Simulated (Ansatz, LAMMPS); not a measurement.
# Electronic structure of amorphous polyisobutylene (as short chains C22H46) at 540 K (136 atoms)

Aim: energy, forces, charges and density of states of amorphous polyisobutylene (as short chains C22H46) at 540 K (136 atoms) at a fixed geometry.

Calculated with Ansatz 0.2.0; Kohn-Sham DFT, r2SCAN+D3(BJ), PAW (set soft_2), plane waves.

### Step 1. Set-up

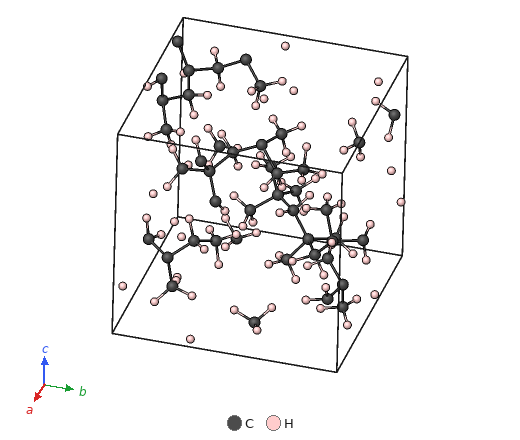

The cell as given, slightly off an axis (carbon dark grey, hydrogen pink). Bonds to atoms that aren't drawn are left out. Some periodic images of atoms are drawn too.

The cell holds 136 atoms: 44 C and 92 H. Its edges and angles: a = 11.106 Å, b = 11.106 Å, c = 11.106 Å, α = 90.0°, β = 90.0°, γ = 90.0°. 2 polyisobutylene chains of 5 units with methyl end groups placed at random, at 0.753 g/cm³; overlaps pushed apart, then 20 ps at 800 K with MMFF94 bonds, angles, torsions, charges and radii (Halgren, J. Comput. Chem. 17, 490 (1996)) in harmonic and 12-6 forms. Snapshot after 30 ps at 540 K and fixed volume.

What the set-up can't give: The network of contacts between molecules at the start is that of the classical potential that made the cell, and needn't be the one that DFT or experiment would give. The density was typed from a rule of thumb and may lie off the real one at this temperature. The Brillouin zone is sampled at Γ only, in a cell whose shortest periodic width is 11 Å.

### Step 2. The classical run that made the cell

A classical potential supplies the starting structure, since it reaches far longer times than DFT.

This step: classical MD, MMFF94 bonds, angles, torsions, charges and radii (Halgren, J. Comput. Chem. 17, 490 (1996)) in harmonic and 12-6 forms; charges of ions scaled by 0.8 (LAMMPS 22 Jul 2025 - Update 4).

Input file in.lmp:

```
# amorphous polyisobutylene
units real
atom_style full
boundary p p p
bond_style harmonic
angle_style harmonic
dihedral_style opls
improper_style harmonic
special_bonds lj 0 0 0.5 coul 0 0 0.75
read_data data.lmp
neigh_modify delay 0 every 1 check yes one 4000
comm_modify cutoff 12.0
timestep 0.5
thermo_style custom step time temp pe press density
thermo_modify norm yes
# push overlapping molecules apart
pair_style soft 2.6
pair_coeff * * 0.0
variable a equal ramp(1,60)
fix ad all adapt 1 pair soft a * * v_a
velocity all create 800 501249 mom yes dist gaussian
fix lim all nve/limit 0.03
fix lan all langevin 800 800 50 501250 zero yes
thermo 1000
run 3000 post no
unfix ad
pair_style lj/cut 9.0
pair_modify mix arithmetic tail yes
pair_coeff 1 1 0.0678 3.3680   # C
pair_coeff 2 2 0.0216 2.5400   # H
thermo 100
minimize 1e-5 1e-3 300 3000
reset_timestep 0
velocity all create 800 501251 mom yes dist gaussian
# [... 13 lines left out ...]
compute msd all msd com yes
thermo 7500
fix md all nvt temp 540 540 100
run 30000 post no
print "== T540: mean square displacement over the hold $(c_msd[4]:%.2f) A^2"
unfix md
uncompute msd
write_dump all custom T540.dump id type xs ys zs modify sort id
```

Launch:

```
> lmp -in in.lmp -log none -nocite
```

The program printed:

```text
LAMMPS (22 Jul 2025 - Update 4)
Reading data file ...
  orthogonal box = (0 0 0) to (11.10623 11.10623 11.10623)
  136 atoms
  orthogonal box = (0 0 0) to (11.10623 11.10623 11.10623)
  134 bonds
  264 angles
  378 dihedrals
   Step          Time           Temp          PotEng         Press         Density
         0   0              800            1.2139365     -19166.053      0.75299917
      1000   500            592.61633      3.7627966      1735.9462      0.75299917
      2000   1000           594.3542       3.9524994      34050.726      0.75299917
      3000   1500           558.97363      4.0469817      26376.945      0.75299917
WARNING: Bond/angle/dihedral extent > half of periodic box length
Loop time of 0.35865 s on 1 MPI rank(s) for 3000 steps with 136 atoms
WARNING: Bond/angle/dihedral extent > half of periodic box length
   Step          Time           Temp          PotEng         Press         Density
[... 14 lines left out ...]
      2000   1000           595.09203      2.401416      -788.06588      0.75299917
Loop time of 0.68196 s on 1 MPI rank(s) for 2000 steps with 136 atoms
   Step          Time           Temp          PotEng         Press         Density
      2000   1000           595.09203      2.401416      -788.06588      0.75299917
[... 5 lines left out ...]
Loop time of 7.49486 s on 1 MPI rank(s) for 20000 steps with 136 atoms
   Step          Time           Temp          PotEng         Press         Density
[... 4 lines left out ...]
Loop time of 7.86765 s on 1 MPI rank(s) for 20000 steps with 136 atoms
   Step          Time           Temp          PotEng         Press         Density
[... 2 lines left out ...]
     52500   51500          533.96006      2.3128356     -306.24909      0.75299917
     60000   59000          509.55649      2.4410103      3476.4972      0.75299917
     67500   66500          540.27074      2.2160549      7303.0851      0.75299917
     72000   71000          531.5322       2.0269269     -253.13701      0.75299917
Loop time of 11.3327 s on 1 MPI rank(s) for 30000 steps with 136 atoms
== T540: mean square displacement over the hold 4.15 A^2
```

Wall time 28 s (1 thread of Arm Neoverse V2, shared host); peak memory 0.13 GiB.

The input also reads data.lmp (atoms, bonds and types; not printed here).

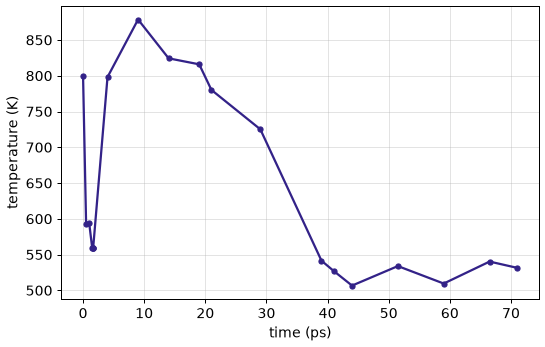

Temperature, plotted against time.

### Step 3. Plane-wave single point

One self-consistent run at the given positions yields energy and forces.

Input file input.yaml:

```yaml
crystal:
  lattice:
    - [11.10623, 0.0, 0.0]
    - [0.0, 11.10623, 0.0]
    - [0.0, 0.0, 11.10623]
  atoms:
    - { symbol: C, position: [0.84398, 0.78477, 0.88466] }
    - { symbol: C, position: [0.82927, 0.66433, 0.83334] }
    - { symbol: C, position: [0.74777, 0.57008, 0.91079] }
    - { symbol: C, position: [0.6166, 0.62025, 0.89833] }
    - { symbol: C, position: [0.78154, 0.5691, 0.0385] }
    - { symbol: C, position: [0.76026, 0.44653, 0.85591] }
    - { symbol: C, position: [0.88598, 0.38004, 0.82245] }
    - { symbol: C, position: [0.8441, 0.24796, 0.78444] }
    - { symbol: C, position: [0.94347, 0.42628, 0.71287] }
    - { symbol: C, position: [0.98523, 0.36854, 0.92811] }
    - { symbol: C, position: [0.11045, 0.3136, 0.91502] }
    - { symbol: C, position: [0.19116, 0.40272, 0.84711] }
    - { symbol: C, position: [0.15844, 0.30757, 0.04348] }
    - { symbol: C, position: [0.10995, 0.19127, 0.84871] }
    - { symbol: C, position: [0.19913, 0.08632, 0.86746] }
    - { symbol: C, position: [0.18741, 0.03044, 0.99565] }
    - { symbol: C, position: [0.14101, 0.98671, 0.78738] }
    - { symbol: C, position: [0.32106, 0.12245, 0.82419] }
    - { symbol: C, position: [0.43442, 0.03891, 0.84642] }
    - { symbol: C, position: [0.42161, 0.91206, 0.7981] }
    - { symbol: C, position: [0.47099, 0.04223, 0.97788] }
    - { symbol: C, position: [0.53109, 0.08614, 0.76606] }
    - { symbol: H, position: [0.94067, 0.80445, 0.89114] }
    - { symbol: H, position: [0.81396, 0.78725, 0.98275] }
    - { symbol: H, position: [0.78266, 0.85148, 0.839] }
    - { symbol: H, position: [0.91633, 0.63241, 0.80675] }
    - { symbol: H, position: [0.78799, 0.67593, 0.74246] }
    - { symbol: H, position: [0.60698, 0.64029, 0.80411] }
    - { symbol: H, position: [0.60415, 0.70456, 0.94757] }
    - { symbol: H, position: [0.54657, 0.56128, 0.92082] }
    - { symbol: H, position: [0.71389, 0.6248, 0.08426] }
    - { symbol: H, position: [0.77441, 0.47564, 0.0789] }
    [... 98 atom lines left out ...]
    - { symbol: H, position: [0.2302, 0.42218, 0.5246] }
    - { symbol: H, position: [0.37081, 0.44123, 0.56486] }
    - { symbol: H, position: [0.26617, 0.56672, 0.5677] }
    - { symbol: H, position: [0.44832, 0.4137, 0.29596] }
    - { symbol: H, position: [0.30805, 0.41924, 0.23514] }
    - { symbol: H, position: [0.31622, 0.33403, 0.35602] }
kpoints:
  mp_grid: { grid: [1, 1, 1] }
hamiltonian:
  xc: r2scan
  dispersion: d3bj
scf:
  occupations: { method: fixed }
output:
  forces: true
  stress: true
  populations: true
  dos:
    method: { smearing: { sigma: 0.08 } }
    de: 0.1
    projected: { site_lists: { C: [C], H: [H] } }
  eigenvalues: true
  write_density: true
  write_potential: true
  volumetric_format: npy
```

Launch:

```
> ansatz run input.yaml --threads 8 --pin off --max-ram 15872MiB --backend cpu --events-out ev --progress --plain --runs-dir out
```

The program printed:

```text
Warning: the engine holds no damping parameters fitted to this dispersion correction and functional, so the run takes those fitted to r2scan beside the three-body term, which d3bj leaves out (hamiltonian.dispersion, under Limitations)
Engine: ansatz 0.2.0, aarch64-unknown-linux-gnu
Pseudopotentials: kind: paw
Pseudopotential: C, paw, valence charge 4, recommended cutoff 500 eV (meta_gga), C.paw.azcp
Pseudopotential: H, paw, valence charge 1, recommended cutoff 500 eV (meta_gga), H.paw.azcp
[... 6 lines on functional and potentials left out ...]
Crystal: 136 atoms, lattice volume = 1369.935 Å³
Basis set: ecut = 500 eV, 34889 PW (Γ), exchange–correlation on 324×324×324 points (64 copies of the dense FFT grid, shifted against one another)
Bands: 270, of which v1, the nominal top of the filled ones, is band 134 counted from 1 (133 counted from 0)
Symmetry: 1 space group operations
Space group: P1 (ITA 1), of the structure as read, at distance tolerance 1.1e-4 Å
k-points: 1
[... 6 lines on functional and potentials left out ...]
Initial density: superposition of atomic densities (neutral atoms: chi_scale 0, normalization atom), corrected by the library's trained network
Initial wavefunctions: pseudopotential atomic-orbital guess
Functional: x = r2scan, c = r2scan; τ floored in thin density (d = 2e-4 eV/Å³)
SCF iter   1: F=—  HF=-12559.321768 eV  |F-HF|=—  |Δ(HF+E_count)|=         —  Δρ=6.31e-3  dr2=4.32e-1  dr2_τ=9.58e0  ethr=1.77e-3  ⟨swp⟩=4.0  Hψ=940  notcnv=0  defer=130
preconditioner: auto → Resta (q_TF=auto, 2.079 Å⁻¹)  ε∞=2.0  [insulator: Δε(μ)=5.222 eV  Ē_g=16.075 eV  n_scr=202 (ndim 8)  ℏωp=16.4 eV  f_vac=0.299  ε∞_Penn≈2.0]
SCF iter   2: F=—  HF=-12557.369508 eV  |F-HF|=—  |Δ(HF+E_count)|=    1.95e0  Δρ=3.22e-3  dr2=1.02e-1  dr2_τ=5.50e-3  ethr=1.61e-4  ⟨swp⟩=3.0  Hψ=455  notcnv=0  defer=134
SCF iter   3: F=—  HF=-12557.395556 eV  |F-HF|=—  |Δ(HF+E_count)|=   2.60e-2  Δρ=7.11e-4  dr2=1.11e-2  dr2_τ=1.05e-3  ethr=3.79e-5  ⟨swp⟩=3.0  Hψ=247  notcnv=0  defer=134
SCF iter   4: F=—  HF=-12557.404252 eV  |F-HF|=—  |Δ(HF+E_count)|=   8.70e-3  Δρ=2.86e-4  dr2=1.74e-3  dr2_τ=2.48e-4  ethr=4.12e-6  ⟨swp⟩=3.0  Hψ=277  notcnv=0  defer=134
SCF iter   5: F=—  HF=-12557.407887 eV  |F-HF|=—  |Δ(HF+E_count)|=   3.64e-3  Δρ=1.02e-4  dr2=2.27e-4  dr2_τ=1.05e-5  ethr=6.49e-7  ⟨swp⟩=3.0  Hψ=277  notcnv=0  defer=134
SCF iter   6: F=—  HF=-12557.408906 eV  |F-HF|=—  |Δ(HF+E_count)|=   1.02e-3  Δρ=2.55e-5  dr2=1.20e-5  dr2_τ=1.30e-6  ethr=8.46e-8  ⟨swp⟩=3.0  Hψ=270  notcnv=0  defer=134
SCF iter   7: F=—  HF=-12557.410509 eV  |F-HF|=—  |Δ(HF+E_count)|=   1.60e-3  Δρ=1.16e-5  dr2=2.20e-6  dr2_τ=2.87e-7  ethr=4.49e-9  ⟨swp⟩=2.0  Hψ=406  notcnv=0  defer=134
SCF iter   8: F=-12557.410513 eV  HF=-12557.410512 eV  |F-HF|=5.19e-7  |Δ(HF+E_count)|=   3.23e-6  Δρ=2.05e-6  dr2=8.06e-8  dr2_τ=6.93e-9  ethr=3.73e-11  ⟨swp⟩=25.0  Hψ=2912  notcnv=0
SCF 1 converged in 8 iterations: F = -12557.410513 eV  dr2 = 8.06e-8
  greatest PAW one-centre occupation: 0.686 electrons in one spin orbital (limit 2), on the C atom at site 88 (counted from 0), in its partial waves of l = 0
WARN: The input density's exchange-correlation potential varies sharply where the density is thin. Do not read a vacuum level from v_tot or v_xc, or from such a field of the output density. On a cell that repeats whose density bears no net charge and no dipole along the vacuum's axis use v_es (v_loc + v_h of the components); [...]
SCF converged after 8 iterations
Free energy (F): -12557.410513 eV
Harris-Foulkes:  -12557.410512 eV  (|F-HF|=5.19e-7)
Internal energy: -12557.410513 eV  (E = F + TS)
E sigma→0 (E₀):  -12557.410513 eV
Fermi energy:    -2.514471 eV
--- Per-component energies (eV) ---
  E_band       = -2142.472595
  E_kinetic    = 5322.902161
  E_local      = -19948.876936  (includes V_loc(G=0)·N_el)
  E_nonlocal   = 1329.350663
  E_hartree    = 7692.969118
  E_xc         = -2937.641739
  E_vxc        = -4095.224129  (∫ρ·V_xc dr)
  E_paw        = -4492.042756  (= ΣΔE_a)
  E_vpaw       = -367.445665  (= ΣTr[D̂ρ^β])
  E_aug_tail   = -0.045370  (compensation charges beyond the density's cutoff)
  E_vtau       = 230.928479  (kinetic-family band-sum trace: ∫τ·v_τ [+ j·A + Jᵃ·Aᵃ] dr)
  E_ewald      = 479.892560
  E_disp       = -2.828169  (pairwise vdW)
  E_core_change = -1.090044  (= ΣΔE_core)
  E_smearing   = -0.000000  (= −TS)
  E_closure    = 0.000000  (closes the sum)
  Σ components = -12557.410513   (vs F -12557.410513, Δ=0.00e0)
--- Forces (eV/Å), atoms counted from 1 ---
  atom   1  C     -0.93476682     1.77369241     2.38565915
  atom   2  C     -1.50611373    -1.73240932    -1.16077956
  atom   3  C      0.72570025     1.37308944    -1.85793008
  atom   4  C      1.71975114     0.53268548    -0.95969092
  atom   5  C     -1.21079468    -0.92874488     2.23644563
  atom   6  C      0.60894486    -0.35415986    -2.16897763
  atom   7  C     -0.22969869    -2.07980408     0.55947028
  atom   8  C     -0.77292832     0.72299382    -0.05915203
  atom   9  C      2.19550430     2.86117922    -0.94993847
  atom  10  C     -0.58701891     1.98091571    -1.69773099
  atom  11  C      1.25104555    -0.35759001    -1.26944124
  atom  12  C      0.54927896    -0.24768998    -0.62370237
  atom  13  C     -0.34773654    -2.93151371     0.55653629
  atom  14  C     -1.37094687    -0.38645719     0.87149493
[...]
atom 135  H      0.08795364     0.12082569    -0.31784591
  atom 136  H      0.47099047    -0.29214371     0.57824073
  max |Σ_I F_I| component: 1.36e-4 eV/Å
--- Stress (GPa, compression-positive) ---
       -0.907891       0.665729       0.241097
        0.665729       1.530277       0.114706
        0.241097       0.114706       1.153754
  P = ⅓ Tr σ = 0.5920 GPa (5.920 kbar)
--- Band table (eV) ---
  k-point 0: bands = ["-18.2463", "-18.0714", "-17.8188", "-17.7102", [... 254 levels ...], "11.1190", "11.1371", "11.2547", "11.2853", "11.3233", "11.3491", "11.4318", "11.4415", "11.5423", "11.5620", "11.5750", "11.6195"]
--- Löwdin populations: 136 sites ---
  site symbol       q [e]
     0      C      4.4275
     1      C      4.2784
     2      C      3.9016
[...]
135      H      0.8202
  spilling = 0.011386 (of n_electrons = 268.000000)
```

It took 18 s on 8 threads of Arm Neoverse V2, shared host; peak memory 3.1 GiB.

Reading the cycles: dr2 is the Hartree energy of the density residual (eV), the measure of convergence; HF is the Harris–Foulkes estimate of the energy, which meets the free energy F at convergence.

The program notes that the exchange-correlation potential is rough where the density is thin. Further notices: dispersion damping borrowed.

Read from the output:

```
free energy                                      : -12557.4105 eV
free energy per atom                             : -92.3339 eV/atom
SCF cycles                                       : 8
pressure                                         : 0.592 GPa
r.m.s. force component                           : 0.9957 eV/Å
longest force                                    : 3.729 eV/Å
Fermi energy                                     : -2.514 eV
gap (highest filled to lowest empty level) : 5.612 eV
spilling of the projection                       : 0.01139
```

Length of the force by element:

| element | coordination | atoms | mean length of the force (eV/Å) | spread | least | most |
| --- | --- | --- | --- | --- | --- | --- |
| C | all | 44 | 2.25 | 0.708 | 0.867 | 3.73 |
| H | all | 92 | 1.18 | 0.584 | 0.178 | 3.02 |

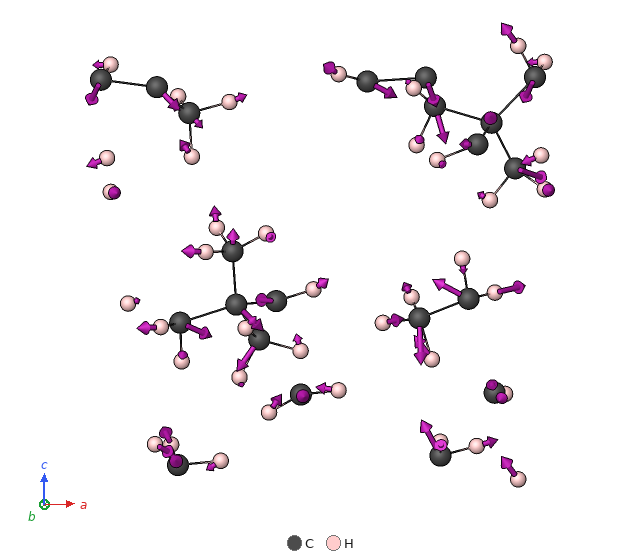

Forces as arrows; the longest in the cell is 3.73 eV/Å. Drawn is a slice 4 Å thick, seen along the normal of the ac plane. Bonds to atoms that aren't drawn are left out.

Löwdin charges by element (they lack the spilled electrons, 0.022 e an atom on average):

| element | coordination | atoms | mean charge (e) | spread | least | most |
| --- | --- | --- | --- | --- | --- | --- |
| C | all | 44 | -0.289 | 0.221 | -0.481 | 0.111 |
| H | all | 92 | 0.172 | 0.0159 | 0.118 | 0.203 |

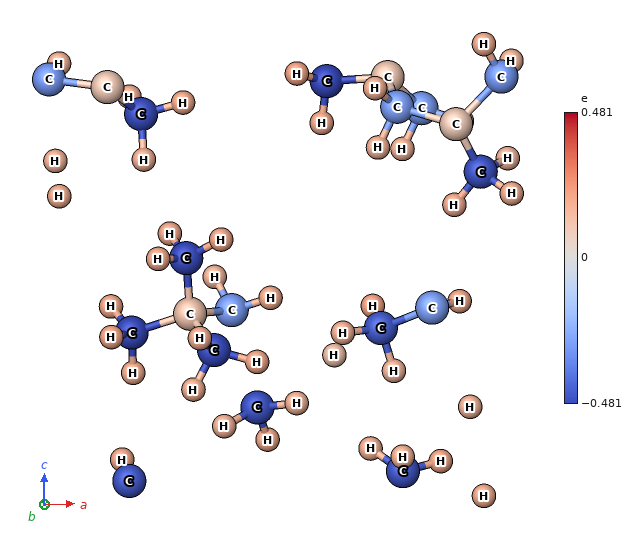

Atoms coloured by Löwdin charge. Drawn is a slice 4 Å thick, seen along the normal of the ac plane. Bonds to atoms that aren't drawn are left out.

States in the cell by windows of 1 eV, zero at the Fermi level; the larger projections on atomic orbitals stand beside the total:

| from (eV) | to (eV) | total | C p | H s | C s |
| --- | --- | --- | --- | --- | --- |
| -14 | -13 | 4.0 | 0.8 | 0.7 | 2.5 |
| -13 | -12 | 4.0 | 0.6 | 1.0 | 2.3 |
| -12 | -11 | 23.7 | 4.7 | 7.2 | 11.4 |
| -11 | -10 | 16.3 | 3.0 | 5.0 | 8.2 |
| -10 | -9 | 3.1 | 0.8 | 1.0 | 1.3 |
| -9 | -8 | 3.5 | 1.5 | 0.8 | 1.2 |
| -8 | -7 | 8.7 | 4.2 | 2.0 | 2.4 |
| -7 | -6 | 8.6 | 4.3 | 2.3 | 1.9 |
| -6 | -5 | 18.9 | 13.3 | 4.8 | 0.5 |
| -5 | -4 | 31.6 | 21.6 | 8.8 | 0.6 |
| -4 | -3 | 26.6 | 17.5 | 8.4 | 0.4 |
| -3 | -2 | 41.6 | 26.5 | 14.4 | 0.4 |
| -2 | -1 | 33.1 | 22.5 | 10.0 | 0.4 |
| -1 | 0 | 27.0 | 19.7 | 6.7 | 0.6 |
| 0 | 1 | 1.1 | 0.8 | 0.2 | 0.0 |
| 1 | 5 | 0.0 | 0.0 | 0.0 | 0.0 |

The curve was stored every 0.10 eV, coarse against its broadening of 0.08 eV, so these counts are rough.

With fixed occupations the program's Fermi level is the highest filled level; weight inside the gap is the broadening of levels at its edges.

Between -16 and -14 eV lie 16 more states.

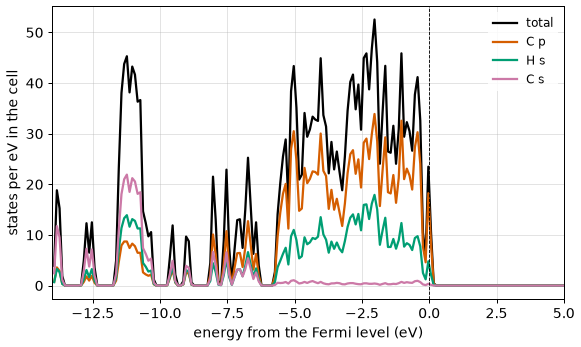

Total and projected density of states, with the broadening of the input.

The levels nearest the highest filled one (over half full), pooled over k-points and spins:

| level less the highest filled one (eV) | occupation |
| --- | --- |
| -0.456 | 2 |
| -0.400 | 2 |
| -0.347 | 2 |
| -0.297 | 2 |
| -0.0354 | 2 |
| 0 | 2 |
| 5.61 | 0 |
| 6.47 | 0 |
| 6.55 | 0 |
| 6.58 | 0 |
| 6.65 | 0 |
| 6.81 | 0 |

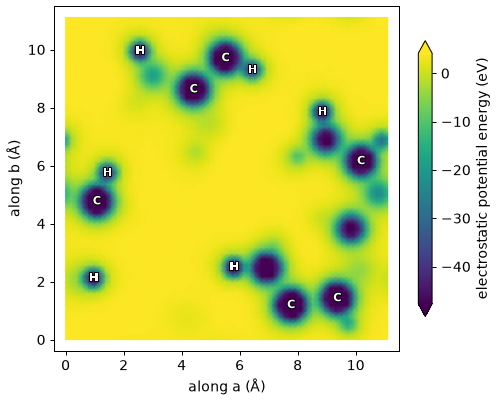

Electrostatic potential energy in the ab plane at fractional z = 0.406, with atoms of C and H within 0.2 Å of it. With pseudopotentials it is smooth inside the atoms' cores, unlike the true potential. The map starts off the cell's origin, so that atoms lie inside it.

[end of part 1 of 2]

[Logs are printed without paths, hosts, clocks, repeated set-up lines and the standing remarks that a program may print on its own settings, such as how far it seeks lower states.]

[Hosts, paths, dates, database ids (printed as entryN), source tags and the programs' standing remarks are cut or masked in the printed files.]

[The MMFF94 radii named for the starting cell were scaled by 0.96; in molecules described by MMFF94, hydrogen bound to N, O or S took a small fixed 12-6 site in their place.]
